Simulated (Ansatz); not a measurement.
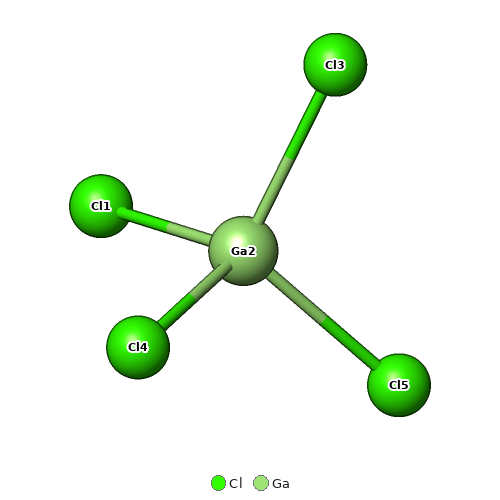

The system is Cl4Ga, SMILES [Cl][Ga-]([Cl])([Cl])[Cl], charge −1; the picture shows the reference structure. Coordinates scanned: (1) bond length Ga2–Cl4; (2) bond length Ga2–Cl5. Nothing is relaxed (all other coordinates rigid). The scan uses a 9 × 9 grid. Energies are in kcal/mol, from the relaxed molecule at the same level. The reference is spin-restricted, which grows unreliable where a bond is stretched far. Computed with RKS PBE0-D4/def2-SVPD (Ansatz 0.2.0).

Its coordinates:

```yaml
atoms:
  - { symbol: Cl, position_ang: [-1.0266, -0.0901, 1.9598] }
  - { symbol: Ga, position_ang: [0.0000, 0.0000, 0.0000] }
  - { symbol: Cl, position_ang: [1.7142, -1.4016, -0.0004] }
  - { symbol: Cl, position_ang: [-1.4182, -0.5679, -1.6029] }
  - { symbol: Cl, position_ang: [0.7306, 2.0596, -0.3565] }
```

Range: bond length Ga2–Cl4 from 1.904 to 3.100 Å; bond length Ga2–Cl5 from 1.816 to 3.321 Å.

Q: What landscape does the calculation give?

A: The lowest grid point is at bond length Ga2–Cl4 = 2.203 Å, bond length Ga2–Cl5 = 2.192 Å, 0.09 kcal/mol from the relaxed molecule at the same level. No other kind of well shows on this grid. The highest grid point, bond length Ga2–Cl4 = 3.100 Å, bond length Ga2–Cl5 = 3.321 Å, lies 86 kcal/mol above the lowest. Round the minimum the two coordinates are weakly coupled (coupling 0.06 in units of the two stiffnesses).

```
bond length Ga2–Cl5 ↓, bond length Ga2–Cl4 →  1.904  2.054  2.203  2.353  2.502  2.652  2.801  2.951  3.100
                                       3.321     62     47     44     48     54     63     71     79     86
                                       3.133     55     40     37     40     47     55     63     71     78
                                       2.945     47     32     29     32     38     46     54     62     69
                                       2.757     39     23     20     23     29     37     45     52     59
                                       2.569     30     14     11     13     19     27     35     42     49
                                       2.380     24      7      3      5     11     18     26     33     40
                                       2.192     22      5      0      2      8     15     22     29     35
                                       2.004     32     14      8     10     15     22     29     35     42
                                       1.816     67     48     42     42     47     53     60     66     72
```

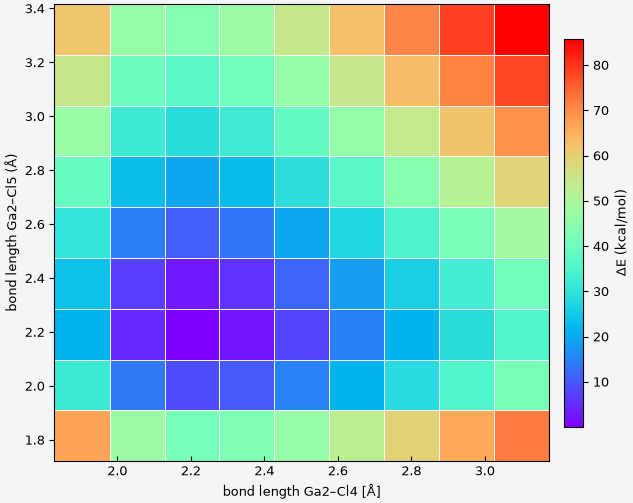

In the figure: one coloured cell a grid point.

Time for the 81 points that were run: 8.1 min on 1 thread of Intel(R) Xeon(R) 6975P-C (Granite Rapids) (shared host).
